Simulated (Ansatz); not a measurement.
# Direct or indirect: ZnS (P6_3mc)

```
Zn S
1.0
     3.81100    0.00000    0.00000
    -1.90550    3.30042    0.00000
     0.00000    0.00000    6.23400
Zn S
2 2
Cartesian
  1.9055 1.1001 3.1170
  0.0000 2.2003 0.0000
  1.9055 1.1001 5.5171
  0.0000 2.2003 2.4001
```

Method: Ansatz, PBE, independent particles, without spin-orbit coupling, line width 0.2 eV (Gaussian). The band structure gives a fundamental gap of 2.25 eV. The spectrum of vertical transitions near the edge:

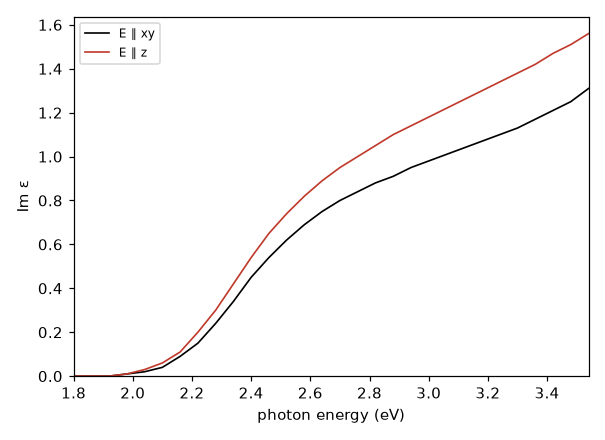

Task: Is the gap direct or indirect, and about where do vertical transitions set in?

Result: Direct: the band path has its least direct gap at the fundamental one, 2.25 eV, and the curves rise from there. Lines are broadened by 0.2 eV, which spreads the edge.

[Logs are printed without paths, hosts, clocks, repeated set-up lines and the standing remarks that a program may print on its own settings, such as how far it seeks lower states.]
